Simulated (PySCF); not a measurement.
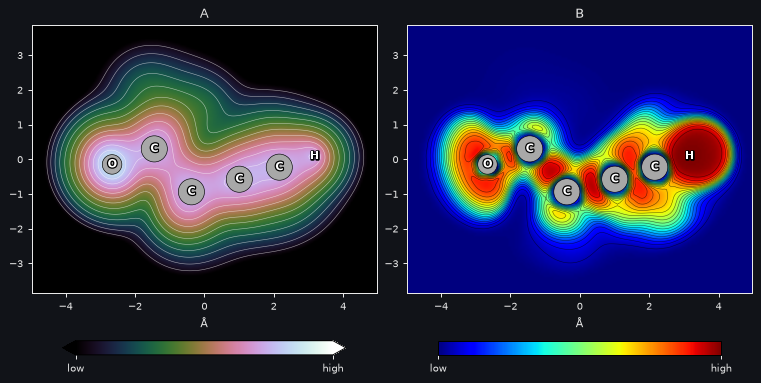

C₆H₉O (charge −1): 2 fields on the plane of atoms C2, C3 and C4, with unlabelled colour scales. Grey discs cover the atomic cores.

Geometry: GFN2-xTB.

These are results of PBE0/pcSseg-1, SCF density, gas phase, non-relativistic (PySCF 2.14.0), not measurements.

**The panels show electron density and electron localisation function in some order. Assign them.**

Panel A: electron density. Panel B: electron localisation function. From the grid: C–C (1.20 Å): ρ is about 2.7 e/Å³ halfway; the ELF peaks at about 0.85 between the atoms: a short, multiple covalent bond. C–O (1.30 Å): ρ is about 2.7 e/Å³ halfway; the ELF peaks at about 0.85 between the atoms; a short, strongly polar bond.
